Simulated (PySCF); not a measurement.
# C2HClF2 (SMILES FC(F)=CCl): r2SCAN/6-31G(d) (spherical functions)

Aim: the energy change on altering one bond length of C2HClF2 at r2SCAN/6-31G* (spherical functions), from 2 runs. 

Program for the calculation: PySCF 2.14.0.

3 further runs of the same task are left out: 3 set aside as unsound or not needed.

## 1. The system as given

C2HClF2 has 6 atoms, charge 0, and is taken as a singlet. SMILES: `FC(F)=CCl`. The coordinates come from a PBE0-D4/def2-TZVP relaxation.

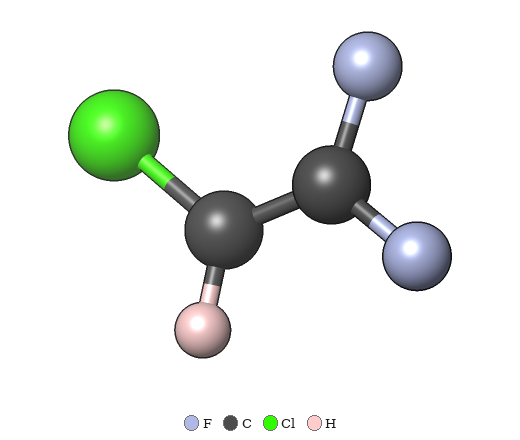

Viewed from a chosen angle; fluorine light blue, carbon dark grey, chlorine green, hydrogen pink.

## 2. The energy at r2SCAN/6-31G(d) (spherical functions)

Input file input.xyz:

```xyz
6

F      0.901010    -0.810380     1.342040
C      0.267650    -0.562200     0.220370
F      0.192510    -1.632620    -0.522730
C     -0.218360     0.626770    -0.086550
Cl    -1.039010     0.926430    -1.552100
H     -0.103800     1.452000     0.598970
```

Input file job.py:

```python
# FC(F)=CCl
from pyscf import gto, dft

mol = gto.M(
    atom='input.xyz',
    verbose=4,
    basis='6-31g*',
    max_memory=1860,
    charge=0,
)

mf = dft.RKS(mol)
mf.xc = 'r2scan'
mf.conv_tol = 1e-10
mf.grids.level = 5
mf.kernel()
if not mf.converged:
    mf = mf.newton().run(mf.mo_coeff, mf.mo_occ)

etot = mf.e_tot
print('E = %.10f Eh' % etot)
```

Started as:

```sh
$ OMP_NUM_THREADS=1 python job.py
```

Output:

```text
PySCF version 2.14.0

[... 79 lines left out ...]
converged SCF energy = -736.473143371951
E = -736.4731433720 Eh
```

Run time: 21 s. Hardware: 1 thread of Intel Xeon at 2.70GHz, shared host; peak memory 0.43 GiB.

## 3. The distorted shape at the same level

Input file job.py:

```python
from pyscf import gto, dft

system = gto.M(
    atom=[
    ('F', (0.973904, -0.988707, 1.388073)),
    ('C', (0.340544, -0.740527, 0.266403)),
    ('F', (0.265404, -1.810947, -0.476697)),
    ('C', (-0.218360, 0.626770, -0.086550)),
    ('Cl', (-1.039010, 0.926430, -1.552100)),
    ('H', (-0.103800, 1.452000, 0.598970)),
],
    basis='6-31g*',
    max_memory=1860,
    verbose=3,
)

mf = dft.RKS(system, xc='r2scan')
mf.conv_tol = 1e-10
mf.grids.level = 5
mf.kernel()
if not mf.converged:
    mf = mf.newton().run(mf.mo_coeff, mf.mo_occ)

etot = mf.e_tot
print('E = %.10f Eh' % etot)
```

Started as:

```sh
$ OMP_NUM_THREADS=1 python job.py
```

Output:

```text
converged SCF energy = -736.44535620116
E = -736.4453562012 Eh
```

Wall time 24 s (1 thread of Intel Xeon at 2.70GHz, shared host); peak memory 0.43 GiB.

## 4. Summary of results

At r2SCAN/6-31G* (spherical functions):

```
                                                         quantity          value
                                        first shape: total energy  -736.47314 Eh
                                       first shape: dipole moment         1.05 D
                                         first shape: HOMO energy       -6.15 eV
                                         first shape: LUMO energy       -0.24 eV
                                       first shape: HOMO–LUMO gap        5.92 eV
                                    distorted shape: total energy  -736.44536 Eh
                                   distorted shape: dipole moment         1.00 D
                                     distorted shape: HOMO energy       -5.60 eV
                                     distorted shape: LUMO energy       -1.27 eV
                                   distorted shape: HOMO–LUMO gap        4.33 eV
energy change with the C2–C4 bond stretched from 1.321 to 1.519 Å       0.756 eV
```

**Reading.** With the C2–C4 bond stretched from 1.321 to 1.519 Å the energy rises by 0.76 eV (17.4 kcal/mol). The first shape isn't relaxed at this level, so the change isn't measured from a minimum. Mulliken charges (first shape) run from -0.48 on C4 to +0.72 on C2.
